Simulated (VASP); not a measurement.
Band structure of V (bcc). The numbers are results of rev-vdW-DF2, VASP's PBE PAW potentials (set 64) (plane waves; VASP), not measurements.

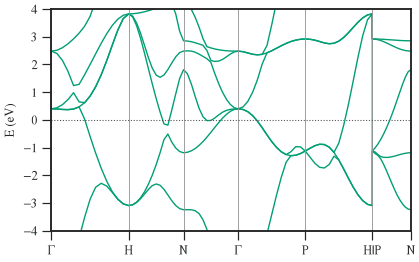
Figure: Bands along high-symmetry lines, zero at the valence-band maximum or, without a gap, the Fermi level

Problem. Read the plot: is there a gap, and where are the band edges?

Solution. It has no gap at this level: it comes out as a metal or semimetal. (Edges off the drawn lines would not show.)

The compound is V in the bcc structure. It was relaxed first, which changed the volume by -6 %. The run is not spin-polarised, so no magnetic state was tried.
